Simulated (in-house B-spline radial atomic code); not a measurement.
# Sulfur: what a pseudopotential does to hybrids, RPA and G0W0

A pseudopotential made with a local or semilocal functional is often used under other methods. How large is the error for sulfur?

Each job solves three atoms with an in-house B-spline radial code, non-relativistic and spherical, high spin: all electrons (AE), all electrons with the core left uncorrelated (FC), and the pseudo-atom (PS, semilocal channels for the l listed, the local potential above). Empty states run to l = 8; the Hartree-Fock start is not run with a model core. The AE exchange self-energy holds core-valence exchange, which PS lacks and its potential largely offsets, so that difference is no error by itself. The code writes a record and no log. All values are calculated.

## (1) S⁺, LDA, core 1s 2s 2p, radii × 1.15, made in [Ne] 3s2 3p4

Contents of settings:

```
Z = 16
electrons = 15.0
configuration = [Ne] 3s2 3p3
generated_in = [Ne] 3s2 3p4
functional = lda,vwn
core_shells = 3
radius_factor = 1.15
core_correction = False
ion_configuration = None
```

From the record: radii s 1.632, p 1.844, local 1.664 bohr. Reference levels, all-electron and pseudo (hartree): 3s -0.63091, -0.63091; 3p -0.26168, -0.26168.

Levels in eV; differences are from AE. Left out are levels of quasi-particle weight under 0.75 (0.6 for the top and for empty ones), unbound levels and those not matched in AE and PS.

| start | level | mean field AE | PS − AE | G0W0 AE | FC − AE | PS − AE | exchange self-energy PS − AE |
| --- | --- | --- | --- | --- | --- | --- | --- |
| LDA | 3p up | -17.89 | -0.05 | -23.17 | +0.12 | -0.27 | +2.12 |
| LDA | 3s down | -25.52 | +0.31 | -30.64 | +0.22 | +0.17 | +3.39 |
| LDA | 3p down (empty) | -15.06 | +0.23 | -10.92 | +0.12 | -0.10 | +2.08 |
| PBE0 | 3p up | -19.49 | -0.12 | -23.39 | +0.12 | -0.19 | +1.90 |
| PBE0 | 3s down | -26.60 | +0.11 | -30.66 | +0.23 | +0.24 | +3.17 |
| PBE0 | 3p down (empty) | -13.32 | -0.05 | -10.60 | +0.12 | -0.01 | +1.85 |
| Hartree-Fock | 3p up | -23.47 | -0.26 | -23.79 | +0.11 | -0.13 | +1.66 |
| Hartree-Fock | 3s down | -29.05 | +0.22 | -30.67 | +0.22 | +0.37 | +2.83 |
| Hartree-Fock | 3s up | -38.43 | -0.18 | -35.75 | +0.10 | -0.07 | +2.46 |
| Hartree-Fock | 3p down (empty) | -8.35 | -0.06 | -10.15 | +0.09 | +0.05 | +1.27 |

| start | valence RPA correlation, FC (hartree) | PS (hartree) | RPA polarisability (no kernel), AE (bohr³) | PS (bohr³) | ionisation by RPA, AE (eV) | PS − AE (eV) |
| --- | --- | --- | --- | --- | --- | --- |
| LDA | -0.2221 | -0.2193 | 9.55 | 9.40 | – | – |
| PBE0 | -0.2014 | -0.2012 | 8.45 | 8.21 | – | – |
| Hartree-Fock | -0.1597 | -0.1615 | 6.62 | 6.38 | – | – |

Run time: 13 s. Hardware: 1 thread of Intel Xeon Platinum 8488C (Sapphire Rapids), shared host.

## (2) S⁺, LDA, core 1s 2s 2p, radii × 1.15, model core, made in [Ne] 3s2 3p4

settings, as its differences from that of step 1:

```diff
@@ -7,3 +7,3 @@
 radius_factor = 1.15
-core_correction = False
+core_correction = True
 ion_configuration = None
```

From the record: radii s 1.632, p 1.844, local 1.664, model core 0.896 bohr. Reference levels, all-electron and pseudo (hartree): 3s -0.63091, -0.63091; 3p -0.26168, -0.26168.

Levels in eV; differences are from AE. Left out are levels of quasi-particle weight under 0.75 (0.6 for the top and for empty ones), unbound levels and those not matched in AE and PS.

| start | level | mean field AE | PS − AE | G0W0 AE | FC − AE | PS − AE | exchange self-energy PS − AE |
| --- | --- | --- | --- | --- | --- | --- | --- |
| LDA | 3p up | -17.89 | +0.00 | -23.17 | +0.12 | -0.20 | +2.17 |
| LDA | 3s down | -25.52 | +0.03 | -30.64 | +0.22 | -0.13 | +3.29 |
| LDA | 3p down (empty) | -15.06 | +0.03 | -10.92 | +0.12 | -0.28 | +2.05 |
| PBE0 | 3p up | -19.49 | +0.02 | -23.39 | +0.12 | -0.02 | +2.10 |
| PBE0 | 3s down | -26.60 | +0.27 | -30.66 | +0.23 | +0.43 | +3.28 |
| PBE0 | 3p down (empty) | -13.32 | -0.01 | -10.60 | +0.12 | +0.02 | +1.87 |

| start | valence RPA correlation, FC (hartree) | PS (hartree) | RPA polarisability (no kernel), AE (bohr³) | PS (bohr³) | ionisation by RPA, AE (eV) | PS − AE (eV) |
| --- | --- | --- | --- | --- | --- | --- |
| LDA | -0.2221 | -0.2193 | 9.55 | 9.42 | – | – |
| PBE0 | -0.2014 | -0.2003 | 8.45 | 8.44 | – | – |

Run time: 12 s. Hardware: 1 thread of Intel Xeon Platinum 8488C (Sapphire Rapids), shared host.

## (3) S⁺, LDA, core 1s 2s 2p, radii × 1.3, made in [Ne] 3s2 3p4

Contents of settings:

```
Z = 16
electrons = 15.0
configuration = [Ne] 3s2 3p3
generated_in = [Ne] 3s2 3p4
functional = lda,vwn
core_shells = 3
radius_factor = 1.3
core_correction = False
ion_configuration = None
```

From the record: radii s 1.845, p 2.085, local 1.881 bohr. Reference levels, all-electron and pseudo (hartree): 3s -0.63091, -0.63091; 3p -0.26168, -0.26168.

Levels in eV; differences are from AE. Left out are levels of quasi-particle weight under 0.75 (0.6 for the top and for empty ones), unbound levels and those not matched in AE and PS.

| start | level | mean field AE | PS − AE | G0W0 AE | FC − AE | PS − AE | exchange self-energy PS − AE |
| --- | --- | --- | --- | --- | --- | --- | --- |
| LDA | 3p up | -17.89 | -0.05 | -23.17 | +0.12 | -0.23 | +2.13 |
| LDA | 3s down | -25.52 | +0.31 | -30.64 | +0.22 | +0.18 | +3.34 |
| LDA | 3p down (empty) | -15.06 | +0.23 | -10.92 | +0.12 | -0.05 | +2.09 |
| PBE0 | 3p up | -19.49 | -0.11 | -23.39 | +0.12 | -0.15 | +1.92 |
| PBE0 | 3s down | -26.60 | +0.08 | -30.66 | +0.23 | +0.24 | +3.11 |
| PBE0 | 3p down (empty) | -13.32 | -0.04 | -10.60 | +0.12 | +0.04 | +1.87 |
| Hartree-Fock | 3p up | -23.47 | -0.24 | -23.79 | +0.11 | -0.09 | +1.68 |
| Hartree-Fock | 3s down | -29.05 | +0.16 | -30.67 | +0.22 | +0.35 | +2.76 |
| Hartree-Fock | 3s up | -38.43 | -0.18 | -35.75 | +0.10 | -0.10 | +2.46 |
| Hartree-Fock | 3p down (empty) | -8.35 | -0.05 | -10.15 | +0.09 | +0.08 | +1.28 |

| start | valence RPA correlation, FC (hartree) | PS (hartree) | RPA polarisability (no kernel), AE (bohr³) | PS (bohr³) | ionisation by RPA, AE (eV) | PS − AE (eV) |
| --- | --- | --- | --- | --- | --- | --- |
| LDA | -0.2221 | -0.2143 | 9.55 | 9.37 | – | – |
| PBE0 | -0.2014 | -0.1969 | 8.45 | 8.18 | – | – |
| Hartree-Fock | -0.1597 | -0.1587 | 6.62 | 6.36 | – | – |

It took 13 s on 1 thread of Intel Xeon Platinum 8488C (Sapphire Rapids), shared host.

## (4) S⁺, LDA, core 1s 2s 2p, radii × 1.3, model core, made in [Ne] 3s2 3p4

settings, as its differences from that of step 3:

```diff
@@ -7,3 +7,3 @@
 radius_factor = 1.3
-core_correction = False
+core_correction = True
 ion_configuration = None
```

From the record: radii s 1.845, p 2.085, local 1.881, model core 0.896 bohr. Reference levels, all-electron and pseudo (hartree): 3s -0.63091, -0.63091; 3p -0.26168, -0.26168.

Levels in eV; differences are from AE. Left out are levels of quasi-particle weight under 0.75 (0.6 for the top and for empty ones), unbound levels and those not matched in AE and PS.

| start | level | mean field AE | PS − AE | G0W0 AE | FC − AE | PS − AE | exchange self-energy PS − AE |
| --- | --- | --- | --- | --- | --- | --- | --- |
| LDA | 3p up | -17.89 | +0.01 | -23.17 | +0.12 | -0.17 | +2.19 |
| LDA | 3s down | -25.52 | +0.02 | -30.64 | +0.22 | -0.13 | +3.23 |
| LDA | 3p down (empty) | -15.06 | +0.04 | -10.92 | +0.12 | -0.23 | +2.07 |
| PBE0 | 3p up | -19.49 | +0.02 | -23.39 | +0.12 | +0.00 | +2.12 |
| PBE0 | 3s down | -26.60 | +0.27 | -30.66 | +0.23 | +0.45 | +3.25 |
| PBE0 | 3p down (empty) | -13.32 | -0.02 | -10.60 | +0.12 | +0.05 | +1.89 |

| start | valence RPA correlation, FC (hartree) | PS (hartree) | RPA polarisability (no kernel), AE (bohr³) | PS (bohr³) | ionisation by RPA, AE (eV) | PS − AE (eV) |
| --- | --- | --- | --- | --- | --- | --- |
| LDA | -0.2221 | -0.2144 | 9.55 | 9.39 | – | – |
| PBE0 | -0.2014 | -0.1962 | 8.45 | 8.41 | – | – |

Run time: 12 s. Hardware: 1 thread of Intel Xeon Platinum 8488C (Sapphire Rapids), shared host.

## (5) S⁺, PBE, core 1s 2s 2p, radii × 1, model core, made in [Ne] 3s2 3p4

Contents of settings:

```
Z = 16
electrons = 15.0
configuration = [Ne] 3s2 3p3
generated_in = [Ne] 3s2 3p4
functional = pbe,pbe
core_shells = 3
radius_factor = 1.0
core_correction = True
ion_configuration = None
```

From the record: radii s 1.419, p 1.604, local 1.447, model core 0.896 bohr. Reference levels, all-electron and pseudo (hartree): 3s -0.63001, -0.63005; 3p -0.25803, -0.25800.

Levels in eV; differences are from AE. Left out are levels of quasi-particle weight under 0.75 (0.6 for the top and for empty ones), unbound levels and those not matched in AE and PS.

| start | level | mean field AE | PS − AE | G0W0 AE | FC − AE | PS − AE | exchange self-energy PS − AE |
| --- | --- | --- | --- | --- | --- | --- | --- |
| PBE | 3p up | -17.92 | +0.01 | -23.15 | +0.12 | -0.06 | +2.10 |
| PBE | 3s down | -25.26 | +0.02 | -30.58 | +0.22 | +0.15 | +3.29 |
| PBE | 3p down (empty) | -14.66 | +0.01 | -10.83 | +0.12 | -0.05 | +2.04 |
| PBE0 | 3p up | -19.49 | +0.01 | -23.39 | +0.12 | -0.04 | +2.08 |
| PBE0 | 3s down | -26.60 | +0.18 | -30.66 | +0.23 | +0.31 | +3.26 |
| PBE0 | 3p down (empty) | -13.32 | +0.00 | -10.60 | +0.12 | -0.01 | +1.86 |

| start | valence RPA correlation, FC (hartree) | PS (hartree) | RPA polarisability (no kernel), AE (bohr³) | PS (bohr³) | ionisation by RPA, AE (eV) | PS − AE (eV) |
| --- | --- | --- | --- | --- | --- | --- |
| PBE | -0.2218 | -0.2240 | 9.50 | 9.41 | – | – |
| PBE0 | -0.2014 | -0.2042 | 8.45 | 8.44 | – | – |

Run time: 12 s. Hardware: 1 thread of Intel Xeon Platinum 8488C (Sapphire Rapids), shared host.

## (6) What the core costs

Of the filled levels shown, the one that moves most in G0W0 on the functional of the generation (eV):

| pseudo-atom | level | PS − AE | FC − AE | exchange self-energy PS − AE |
| --- | --- | --- | --- | --- |
| S⁺, LDA, core 1s 2s 2p, radii × 1.15, made in [Ne] 3s2 3p4 | 3p up | -0.27 | +0.12 | +2.12 |
| S⁺, LDA, core 1s 2s 2p, radii × 1.15, model core, made in [Ne] 3s2 3p4 | 3p up | -0.20 | +0.12 | +2.17 |
| S⁺, LDA, core 1s 2s 2p, radii × 1.3, made in [Ne] 3s2 3p4 | 3p up | -0.23 | +0.12 | +2.13 |
| S⁺, LDA, core 1s 2s 2p, radii × 1.3, model core, made in [Ne] 3s2 3p4 | 3p up | -0.17 | +0.12 | +2.19 |
| S⁺, PBE, core 1s 2s 2p, radii × 1, model core, made in [Ne] 3s2 3p4 | 3s down | +0.15 | +0.22 | +3.29 |

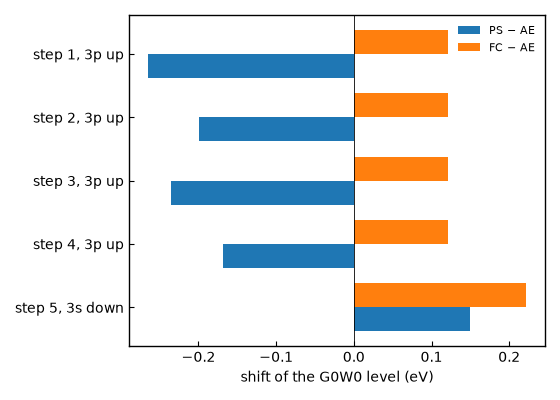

Shift of the level that moves most, for each pseudo-atom in the order of the table.

For these levels the shift runs from 0.15 eV (S⁺, PBE, core 1s 2s 2p, radii × 1, model core, made in [Ne] 3s2 3p4) to 0.27 eV (S⁺, LDA, core 1s 2s 2p, radii × 1.15, made in [Ne] 3s2 3p4). On other starts it reaches +0.45 eV (3s down, PBE0). Leaving the core uncorrelated shifts some of these levels the other way or by more than the total, so the pseudopotential's own error works against it there, and can outweigh it. The radii follow a simple rule and aren't optimised.
